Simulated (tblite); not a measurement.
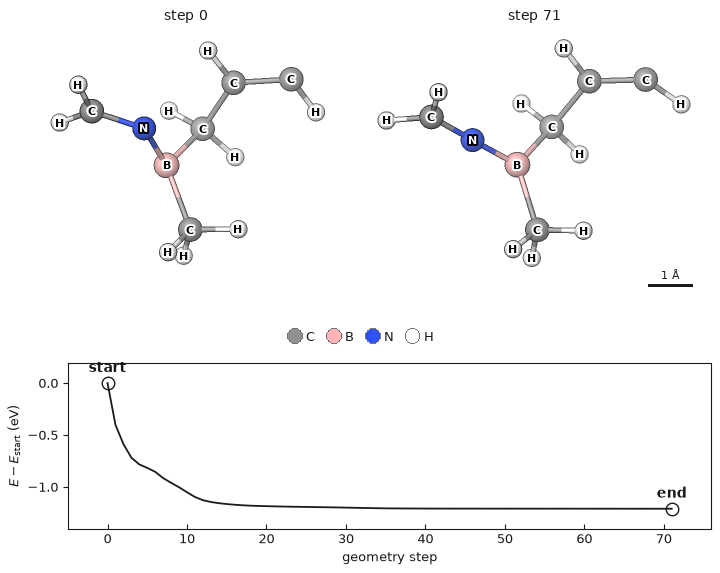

First and last geometry of a relaxation of C$_{5}$H$_{9}$BN (multiplicity 2), with the history of the run. A ball-and-stick model, seen at a tilt.

Computed with GFN2-xTB geometry optimisation, gas phase in tblite. 

Read the history and describe the run.

It converged. The atom that moves furthest after the best rigid fit is the N atom (0.72 Å). By element the largest moves are N 0.72 Å, H 0.62 Å, C 0.23 Å, B 0.07 Å. Near-neighbour distances that change, for instance: B–N 1.511 → 1.339 Å, C–C 1.482 → 1.526 Å, C–H 1.105 → 1.066 Å, C–C 1.323 → 1.289 Å. Bond angles that change, for instance: B–N–C 124.7° → 179.3°, C–C–H 116.9° → 138.5°, B–C–H 104.5° → 111.3°. After 71 geometry steps the energy has fallen by 1.209 eV.

```json
{"step": "0", "E − E(0), eV": "0.0000"}
{"step": "1", "E − E(0), eV": "-0.4021"}
{"step": "2", "E − E(0), eV": "-0.5866"}
{"step": "3", "E − E(0), eV": "-0.7180"}
{"step": "4", "E − E(0), eV": "-0.7829"}
{"step": "5", "E − E(0), eV": "-0.8163"}
{"step": "6", "E − E(0), eV": "-0.8539"}
{"step": "7", "E − E(0), eV": "-0.9146"}
{"step": "8", "E − E(0), eV": "-0.9600"}
{"step": "9", "E − E(0), eV": "-1.0026"}
{"step": "10", "E − E(0), eV": "-1.0506"}
{"step": "13", "E − E(0), eV": "-1.1444"}
{"step": "16", "E − E(0), eV": "-1.1708"}
{"step": "20", "E − E(0), eV": "-1.1846"}
{"step": "23", "E − E(0), eV": "-1.1897"}
{"step": "26", "E − E(0), eV": "-1.1934"}
{"step": "29", "E − E(0), eV": "-1.1970"}
{"step": "32", "E − E(0), eV": "-1.2015"}
{"step": "36", "E − E(0), eV": "-1.2063"}
{"step": "39", "E − E(0), eV": "-1.2074"}
{"step": "42", "E − E(0), eV": "-1.2080"}
{"step": "45", "E − E(0), eV": "-1.2082"}
{"step": "49", "E − E(0), eV": "-1.2084"}
{"step": "52", "E − E(0), eV": "-1.2086"}
{"step": "55", "E − E(0), eV": "-1.2087"}
{"step": "58", "E − E(0), eV": "-1.2088"}
{"step": "61", "E − E(0), eV": "-1.2089"}
{"step": "65", "E − E(0), eV": "-1.2091"}
{"step": "68", "E − E(0), eV": "-1.2092"}
{"step": "71", "E − E(0), eV": "-1.2093"}
```
